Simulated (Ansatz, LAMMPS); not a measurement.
# Compressing and expanding glassy NaFeSi2O6 (120 atoms): runs compared

Aim: relax glassy NaFeSi2O6 (120 atoms), then change its volume to read the bulk modulus from the stress.

Computed with Ansatz 0.2.0: Kohn-Sham DFT, PBE, PAW (set soft_2), plane waves.

**1. The cell as built**

The cell holds 120 atoms: 12 Fe, 12 Na, 72 O and 24 Si. Cell: a = 11.856 Å, b = 11.856 Å, c = 11.856 Å, α = 90.0°, β = 90.0°, γ = 90.0°. 120 atoms (12 Fe, 12 Na, 72 O, 24 Si) placed at random at 2.76 g/cm³, melted at 4500 K for 20 ps at fixed volume with the Morse and Coulomb pair potential with partial charges (Pedone, Malavasi, Menziani, Cormack and Segre, J. Phys. Chem. B 110, 11780 (2006)). Quenched from 4500 K to 300 K at 10 K/ps and fixed volume, held 5 ps.

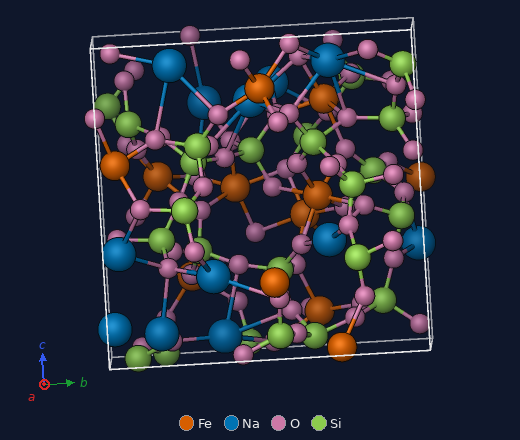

The cell as built. Bonds to atoms that aren't drawn are left out. Some periodic images of atoms are drawn too.

Limits known from the start: The quench rate of 10 K/ps is many orders above laboratory rates, so the cell is likely richer in defects and strain than a real sample. The network of bonds at the start is that of the classical potential that made the cell, and needn't be the one that DFT or experiment would give. Without a Hubbard term or exact exchange, open shells on Fe are likely too delocalised. The Brillouin zone is sampled at Γ only.

**2. The reference run**

The reference is a single point at the end of the relaxation.

Every strained cell starts from the geometry of this run, and its atoms are relaxed with the cell held.

Its input, with most atom lines left out:

```yaml
crystal:
  lattice:
    - [11.79337, 0.22185, -0.21404]
    - [0.22185, 12.10056, 0.07477]
    - [-0.21404, 0.07477, 11.56599]
  atoms:
    - { symbol: Fe, position: [0.05061, 0.98785, 0.50252], spin: 5.0 }
    - { symbol: Fe, position: [0.8533, 0.06916, 0.6509], spin: 5.0 }
    - { symbol: Fe, position: [0.1371, 0.43283, 0.50575], spin: -5.0 }
    - { symbol: Fe, position: [0.37847, 0.69704, 0.78579], spin: 5.0 }
    - { symbol: Fe, position: [0.85968, 0.53692, 0.8227], spin: 5.0 }
    - { symbol: Fe, position: [0.45269, 0.65597, 0.45939], spin: -5.0 }
    - { symbol: Fe, position: [0.19612, 0.19808, 0.54123], spin: -5.0 }
    [... atom lines 8 to 120 left out ...]
magnetization:
  spin_polarized: true
kpoints:
  mp_grid: { grid: [1, 1, 1] }
hamiltonian:
  xc: pbe
scf:
  occupations: { method: fermi_dirac, width: 0.05 }
  lower_state_search: "off"
output:
  forces: true
  stress: true
  populations: intrinsic
  dos:
    method: { smearing: { sigma: 0.08 } }
    de: 0.1
    projected: { site_lists: { Fe: [Fe], Na: [Na], O: [O], Si: [Si] } }
  eigenvalues: true
  write_density: true
  write_potential: true
  volumetric_format: npy
```

* free energy per atom: -1065.0215 eV/atom
* r.m.s. force component: 0.00899 eV/Å
* pressure: -0.0002572 GPa
* total moment: 0.002944 μB

Filled and empty levels are parted by 0.575 eV (at Γ alone); a semilocal functional tends to put such gaps too low. In a disordered cell it changes from sample to sample, and tail or defect levels can set it.

**3. The runs**

Each row is one run, on 8 threads of Intel Xeon at 2.70GHz, shared host. The free energy is the program's total, comparable only between runs with the same functional, potentials and atoms.

| run | atoms | outcome | ionic steps, all passes | free energy (eV) | time | host memory (GiB) |
| --- | --- | --- | --- | --- | --- | --- |
| Single point at the start | 120 | converged | - | -127791.172 | 94 s | 4.6 |
| Cell and atoms relaxed | 120 | converged | 28 | -127802.580 | 21 min | 4.7 |
| Single point at the relaxed geometry | 120 | converged | - | -127802.580 | 93 s | 4.7 |
| Volume -3 % | 120 | converged | 8 | -127802.323 | 4.6 min | 4.6 |
| Volume +3 % | 120 | converged | 11 | -127802.346 | 8.7 min | 4.9 |
| Volume -6 % | 120 | converged | 12 | -127801.563 | 6.9 min | 4.5 |
| Volume +6 % | 120 | converged | 19 | -127801.843 | 13 min | 5.0 |
| Volume -10 % | 120 | converged | 17 | -127799.706 | 11 min | 4.3 |

In some runs the program notes that the exchange-correlation potential is rough where the density is thin and the SCF threshold is loose for the stress.

**4. Pressure against volume**

Atoms are relaxed at each volume, in the scaled cell.

| volume change (%) | volume (Å³/atom) | energy change (meV/atom) | pressure (GPa) | largest move on relaxing (Å) | bonds | gap (eV) |
| --- | --- | --- | --- | --- | --- | --- |
| -10 | 12.370 | 23.95 | 5.55 | 0.86 | 219 | 0.451 |
| -6 | 12.920 | 8.48 | 3.36 | 0.54 | 215 | 0.453 |
| -3 | 13.332 | 2.14 | 1.65 | 0.17 | 212 | 0.519 |
| +0 | 13.745 | 0.00 | 0.00 | - | 211 | 0.575 |
| +3 | 14.157 | 1.95 | -1.46 | 0.19 | 208 | 0.620 |
| +6 | 14.569 | 6.14 | -2.19 | 0.68 | 204 | 0.606 |

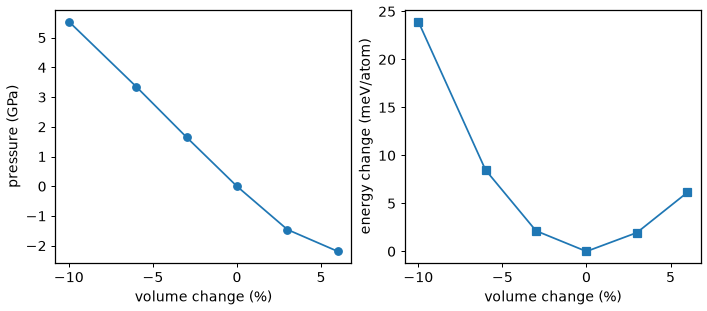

Pressure and energy against volume.

**5. What came out**

The bulk modulus, from the slope of pressure against ln V over the three points nearest the relaxed volume, is 51.8 GPa; between neighbouring points the slope runs 50, 54, 54, 49 and 26 GPa from the smallest volume up, without a steady fall, so no pressure derivative is given. The count of bonds runs from 204 to 219 over the series, so at some points contacts cross the cutoffs. At -10 %, -6 % and +6 % some atom moved by over 0.5 Å on relaxing, so those points may sit in another local minimum. The gap goes from 0.451 eV at the smallest volume to 0.606 eV at the largest, +1.2 eV per unit of ln V by a straight line, not monotonically (lowest 0.451, highest 0.620 eV), on the run's k-points.

**Limits.** Strains are finite and relaxations stop at the force tolerance of the input, which can leave moduli too stiff; they are those of a static cell at zero temperature. Volumes are changed with the cell's shape held, so in an anisotropic solid the modulus lies over the one under free hydrostatic load. The program notes that the SCF threshold of the relaxations is loose for the stress. In the spin-polarised runs the search for a state of lower energy was switched off. The run was spin polarised, started with 6 moments up and 6 down in a pattern of our own, ending at 0.0 μB in the cell; that starting order needn't be the real material's, and it bears on forces, charges and levels. With open d shells in the cell, the gap can be one between d levels of these ions, not the gap of the host.

The DFT runs together took 69 min of wall time.

[Logs are printed without paths, hosts, clocks, repeated set-up lines and the standing remarks that a program may print on its own settings, such as how far it seeks lower states.]

[Hosts, paths, dates, database ids (printed as entryN), source tags and the programs' standing remarks are cut or masked in the printed files.]
